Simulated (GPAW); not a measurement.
Atomisation calculation, with input and output: SiNH$_{4}$I

SiNH$_{4}$I, computed with PBE/plane waves, scalar-relativistic datasets (GPAW 26.7.0).

The geometry comes from this level: GFN2-xTB.

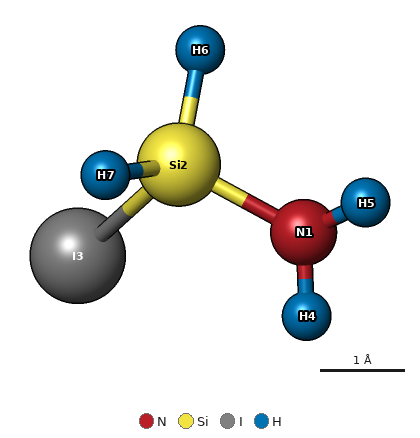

Fig. 1: The structure as given in the input (ball-and-stick view, seen at a tilt; atoms are numbered from 1 in the order of the input). Bond lengths as drawn: H–N 1.01 Å, H–Si 1.45 to 1.46 Å, I–Si 2.47 Å and N–Si 1.71 Å.

### Input file (gs.py)
```python
from ase import Atoms
from ase.io import read
from gpaw import GPAW, PW

# Structure
system = read("gs.sdf")
system.center(vacuum=4.5)

# Calculator
dft = GPAW(mode={"name": "pw", "ecut": 400},
           xc="PBE",
           maxiter=100,
           symmetry="off",
           txt="gs.txt")
system.calc = dft

e = system.get_potential_energy()
e_mol = {"PBE": e}

# Atoms
e_atom = {}
for symbol in sorted(set(system.symbols)):
    atom = Atoms(symbol, cell=system.cell, pbc=system.pbc)
    atom.center()
    atom.calc = GPAW(mode=PW(400),
                     xc="PBE",
                     maxiter=150,
                     hund=True,
                     symmetry="off",
                     txt=f'{symbol}_atom.txt')
    e = atom.get_potential_energy()
    e_atom[symbol] = {"PBE": e}

atomisation = {xc: sum(e_atom[x][xc] for x in system.symbols) - e_mol[xc] for xc in e_mol}
for xc, de in atomisation.items():
    print(f'{xc:32} {de:9.3f} eV')
```

### File gs.sdf
```

     RDKit          3D

  7  6  0  0  0  0  0  0  0  0999 V2000
   -0.9714    0.0932   -0.4844 N   0  0  0  0  0  0  0  0  0  0  0  0
    0.5482    0.1866    0.2942 Si  0  0  0  0  0  4  0  0  0  0  0  0
    0.8913   -2.0695    1.2332 I   0  0  0  0  0  0  0  0  0  0  0  0
   -1.1947   -0.6913   -1.0749 H   0  0  0  0  0  0  0  0  0  0  0  0
   -1.4176    0.9298   -0.8188 H   0  0  0  0  0  0  0  0  0  0  0  0
    0.4256    1.1242    1.3952 H   0  0  0  0  0  0  0  0  0  0  0  0
    1.7185    0.4270   -0.5445 H   0  0  0  0  0  0  0  0  0  0  0  0
  2  1  1  0
  3  2  1  0
  4  1  1  0
  5  1  1  0
  6  2  1  0
  7  2  1  0
M  END
$$$$
```

Hardware: 1 thread of Intel Xeon @ 2.50GHz (Skylake/Cascade Lake), 189 GiB of memory available, shared host.

Command:
```bash
python gs.py > gs.log
```

### The program's output
```
PBE                                 21.430 eV
```

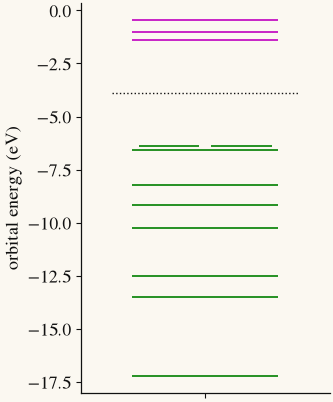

Fig. 2: Orbital energies near the frontier; the dotted line parts filled from empty levels, and levels within 0.02 eV of each other stand side by side. Highest filled −6.37 eV, lowest empty −1.40 eV, 4.97 eV apart.

### Summary

- outcome: converged
- energy relative to the program's reference atoms: −28.3243 eV
- atomisation energy: 21.430 eV
- HOMO: −6.37 eV
- LUMO: −1.40 eV
- dipole moment: 2.47 D
- wall time: 2.8 min
- peak memory: 1.5 GiB
